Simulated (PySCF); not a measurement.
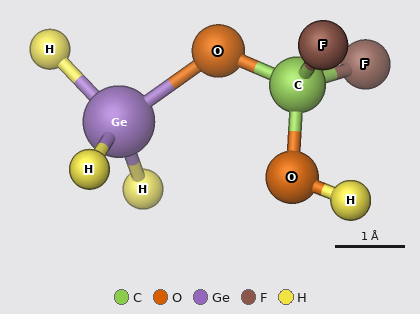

**Figure 1.** The input geometry (ball-and-stick view, seen at a tilt). Sticks mark near contacts. Bond lengths as drawn: C–F 1.35 Å, C–O 1.33 to 1.36 Å, Ge–H 1.53 Å, Ge–O 1.82 Å and H–O 0.97 Å.

## Core-level calculation of CH$_{4}$F$_{2}$GeO$_{2}$

- system: CH$_{4}$F$_{2}$GeO$_{2}$, SMILES OC(F)(F)[O][GeH3]
- method: delta-SCF UKS SCAN, pcX-2 on the ionised atom, pcseg-1 elsewhere, spin-free X2C (PySCF 2.14.0)

Log
```
ground state, core basis on atom 0 (C), 148 functions
  cycle   1  E = -2484.58069344  |g| = 1.03e+00
  cycle   2  E = -2484.23972191  |g| = 1.74e+00
  cycle   3  E = -2484.75558852  |g| = 1.50e-01
  cycle   4  E = -2484.75854603  |g| = 8.54e-02
  cycle   5  E = -2484.75976637  |g| = 1.51e-02
  cycle   6  E = -2484.75980180  |g| = 7.30e-03
  cycle   7  E = -2484.75981576  |g| = 1.61e-03
  cycle   8  E = -2484.75981601  |g| = 6.12e-04
  cycle   9  E = -2484.75981589  |g| = 1.19e-04
  E(ground) = -2484.89132955 Eh
hole in C 1s of atom 0
  cycle   1  E = -2473.25866516  |g| = 1.51e+00
[... 10 cycles left out ...]
  E(ion) = -2473.91971168 Eh   <S^2> = 0.7723   hole on atom = 1.000   binding energy = 298.553 eV
ground state, core basis on atom 1 (O), 148 functions
[... 6 cycles left out ...]
  E(ground) = -2484.90836825 Eh
hole in O 1s of atom 1
[... 10 cycles left out ...]
  E(ion) = -2465.10554386 Eh   <S^2> = 0.7617   hole on atom = 1.000   binding energy = 538.862 eV
ground state, core basis on atom 3 (O), 148 functions
[... 6 cycles left out ...]
  E(ground) = -2484.90625408 Eh
hole in O 1s of atom 3
[... 10 cycles left out ...]
  E(ion) = -2465.04795937 Eh   <S^2> = 0.7616   hole on atom = 1.000   binding energy = 540.372 eV
ground state, core basis on atom 4 (F), 148 functions
[... 6 cycles left out ...]
  E(ground) = -2484.92604105 Eh
hole in F 1s of atom 4
[... 10 cycles left out ...]
  E(ion) = -2459.45055136 Eh   <S^2> = 0.7572   hole on atom = 1.000   binding energy = 693.223 eV
ground state, core basis on atom 5 (F), 148 functions
[... 7 cycles left out ...]
  E(ground) = -2484.92605015 Eh
hole in F 1s of atom 5
  cycle   1  E = -2458.42276008  |g| = 2.58e+00
  cycle   2  E = -2458.14141112  |g| = 2.27e+00
  cycle   3  E = -2459.17367649  |g| = 6.17e-01
  cycle   4  E = -2459.24631277  |g| = 4.19e-01
  cycle   5  E = -2459.30639103  |g| = 4.72e-02
  cycle   6  E = -2459.30657725  |g| = 4.22e-02
  cycle   7  E = -2459.30724001  |g| = 5.37e-03
  cycle   8  E = -2459.30725027  |g| = 2.23e-03
  cycle   9  E = -2459.30725281  |g| = 6.34e-04
  cycle  10  E = -2459.30725099  |g| = 3.46e-04
  E(ion) = -2459.45060134 Eh   <S^2> = 0.7571   hole on atom = 1.000   binding energy = 693.222 eV
```

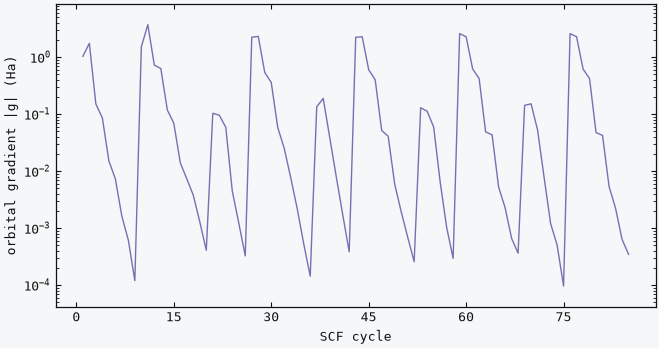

**Figure 2.** Convergence of the self-consistent field: orbital gradient |g| against the SCF cycle. All cycles printed in the log are drawn one after another.

This output came from the following input.

Input
```
{"job": {"kind": "xps", "holes": 5}, "charge": 0, "multiplicity": 1}
C      1.183679    -0.003124    -0.140574
O      0.191930     0.822487    -0.450282
Ge    -1.548160     0.477881    -0.048146
O      0.718897    -1.091641     0.535973
F      1.839897    -0.404213    -1.255174
F      2.119967     0.632963     0.600852
H     -1.695675     0.399082     1.475548
H     -1.970480    -0.815228    -0.754665
H     -2.233328     1.713958    -0.637137
H      1.455464    -1.682001     0.737871
```

The first line tells a small driver script what to run in PySCF; the rest is the geometry in Å.

Launch command:
```bash
OMP_NUM_THREADS=1 python <driver script> task.json out
```

Key numbers

| quantity | value |
| --- | --- |
| outcome | converged |
| hardware | 1 CPU thread, shared host |
| wall time | 27 s |
| peak memory | 0.52 GiB |
